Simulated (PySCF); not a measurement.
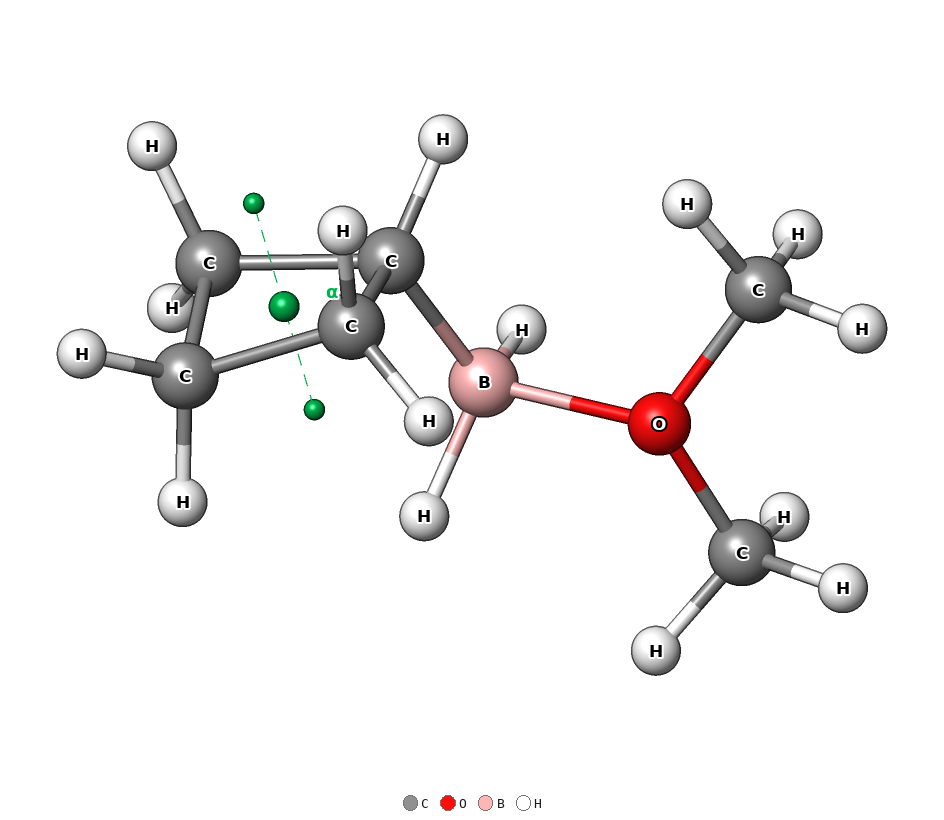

The small points mark where nucleus-independent chemical shifts (NICS) were computed: at the centre of each lettered ring and 1 Å above and below it. The geometry was computed by an optimisation with PBE0-D3(BJ)/def2-SVP. No frequency run is at hand to confirm it as a minimum. Properties computed with GIAO PBE0/pcSseg-1 NMR shielding, non-relativistic, gas phase (PySCF 2.14.0).

Give NICS(0), NICS(1) and the out-of-plane component NICS(1)zz for each ring (means of the two sides).

```tsv
ring	members	NICS(0)	NICS(1)	NICS(1)zz
α	C4	−0.4	−0.3	3.5
```

Values in ppm.
